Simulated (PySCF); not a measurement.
# NiSi: the cost of one run

Computed with PySCF 2.14.0, with density-fitted response routines of our own, on a single molecule in the gas phase. Atoms count from 0, in the outputs and in this text.

## Step 1: Starting geometry

2 atoms, charge 0, multiplicity 1; geometry from: GFN2-xTB.

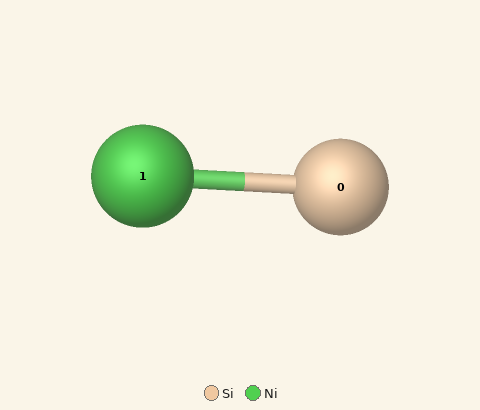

As it starts; silicon light orange, nickel green, atoms numbered.

## Step 2: Geometry optimisation at PBE0-D3(BJ)/def2-TZVP

What the job is given:

```
{"job": {"xc": "PBE0", "basis": "def2-TZVP", "d3": "d3bj", "grid": 2, "kind": "geom"}, "charge": 0, "multiplicity": 1}
Si     0.000000     0.000000     0.000000
Ni     0.000000     0.000000     2.127200
```

Q: Estimate the wall time of this first job on 2 threads of Intel Xeon at 2.50GHz (Skylake/Cascade Lake), shared host.

About 18 s.
